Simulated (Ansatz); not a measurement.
```yaml
atoms:
  - { symbol: C, position_ang: [-0.5585, 0.6258, 0.6924] }
  - { symbol: B, position_ang: [-0.4055, -0.4314, -0.4652] }
  - { symbol: S, position_ang: [0.6067, -2.0152, -0.1622] }
  - { symbol: S, position_ang: [1.4240, -0.5316, -1.3190] }
  - { symbol: H, position_ang: [0.2884, 0.6436, 1.3847] }
  - { symbol: H, position_ang: [-0.7146, 1.6373, 0.3061] }
  - { symbol: H, position_ang: [-1.4481, 0.3768, 1.2811] }
  - { symbol: H, position_ang: [-1.1989, -0.5219, -1.3562] }
  - { symbol: H, position_ang: [2.0950, 0.1700, -0.3786] }
```

Geometry: PBE0-D4/def2-TZVP.

These are results of Ansatz 0.2.0, RKS PBE0-D4/def2-TZVPP, not measurements.

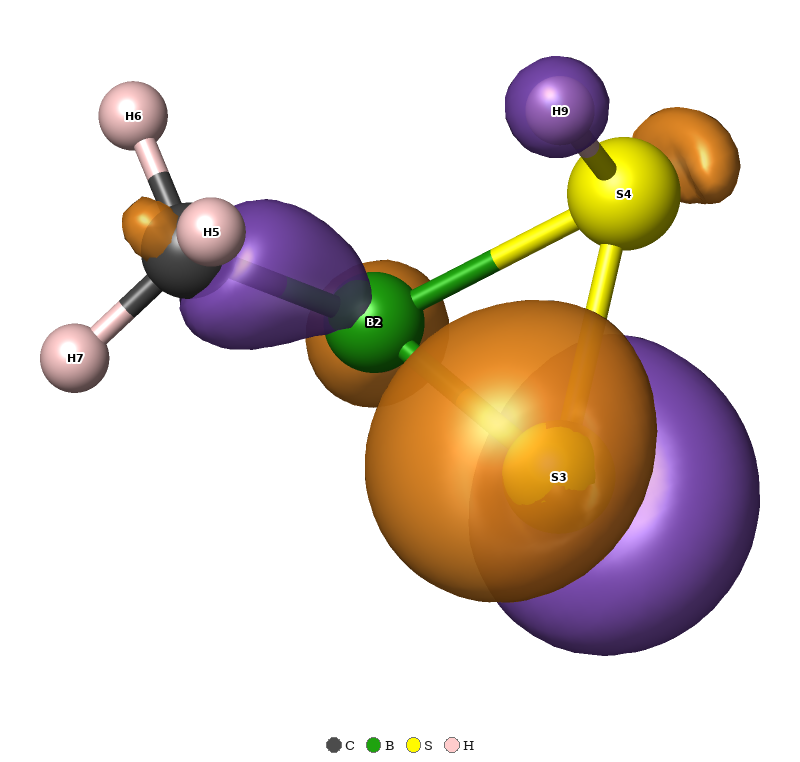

CH5BS2. One frontier orbital at ±0.15 Å⁻³ᐟ² (orange and purple are the two phases), seen at an oblique angle.

Question: Which orbital is it: HOMO or LUMO?

Answer: The HOMO, at −7.08 eV. By Hirshfeld shares it lies mainly on S3 (about 70 %), S4 (about 10 %) and B2 (about 5 %); largely a lone pair of S3.
